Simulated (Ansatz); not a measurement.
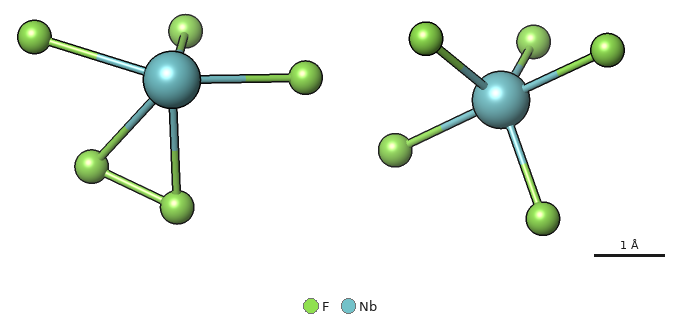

Two geometries of NbF₅ (coarse preliminary run), drawn at one scale. One is the start of a relaxation, the other its converged end. A ball-and-stick model, seen face on.

Method: RKS PBE-D4/def2-SVP (Ansatz). Set-up: force threshold 0.03 eV/Å; at most 200 steps.

**Which one is relaxed?**

The right one is the relaxed one. The start comes from a force field. An F atom moves most after the best rigid fit: 1.02 Å. Largest moves by element: F 1.02 Å, Nb 0.99 Å. Near-neighbour distances that change, for instance: F–F 1.406 → 2.637 Å, F–Nb 2.313 → 1.851 Å, F–Nb 2.170 → 1.883 Å, F–Nb 2.112 → 1.851 Å. Among the angles between lasting bonds that change: F–Nb–F 108.3° → 179.5°, F–Nb–F 145.1° → 90.3°, F–Nb–F 38.5° → 89.9°. The energy falls by 325.4 kcal/mol in 9 geometry steps. Largest force component: 9.3 eV/Å at the start, 0.0059 eV/Å at the end.
